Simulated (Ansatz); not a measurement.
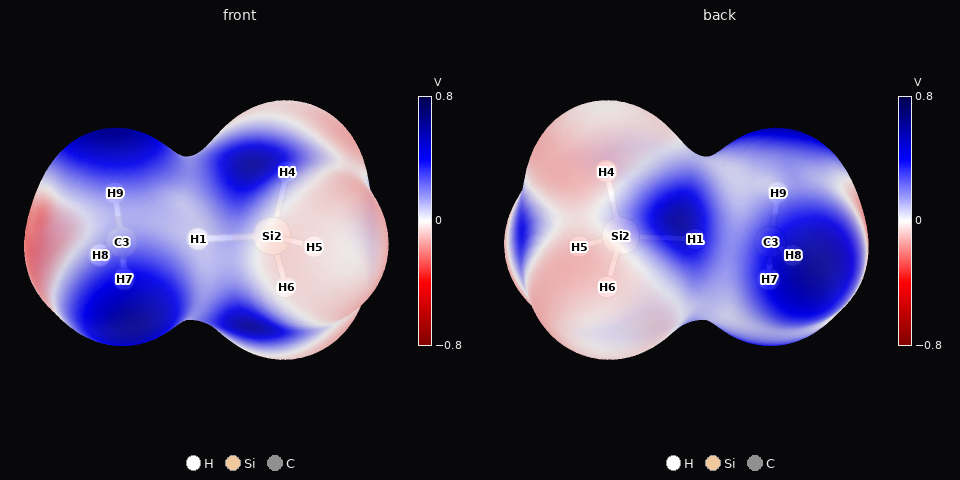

Figure. SiH$_{4}$···CH$_{3}$ (doublet). The molecular electrostatic potential painted on the density surface at 0.001 e/bohr³, seen from the front and from behind; the colour scale runs from red (negative) to blue (positive).

A transition-state structure; geometry: PBE0-D4/def2-TZVP.

Theory: Ansatz, UKS PBE0-D4/def2-TZVPP.

```xyz
9

H    -0.0769   -0.0121   -0.0418
Si    1.3279    0.2218    0.6843
C    -1.5099   -0.2522   -0.7784
H     1.3067    1.5209    1.4085
H     1.5779   -0.8775    1.6546
H     2.4177    0.2411   -0.3278
H    -1.5130   -1.3330   -0.8529
H    -1.3512    0.3010   -1.6962
H    -2.1792    0.1899   -0.0503
```

Describe the electrostatic potential map.

The most negative region (about −0.2 V) lies over C3, the most positive (about +0.6 V) over Si2, H7, H8 and H9.
